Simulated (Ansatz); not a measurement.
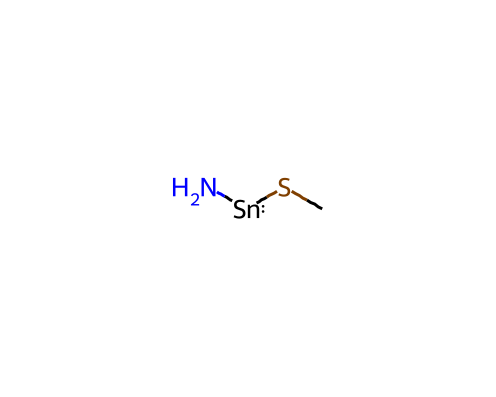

The picture comes from a calculation with Ansatz.

### Write the SMILES.

C[S][Sn][NH2]

### What is the molecular formula?

CH5NSSn.

### An optimisation with PBE0-D4/def2-TZVP gave a structure of which point group?

Cs. Other conformers may differ.
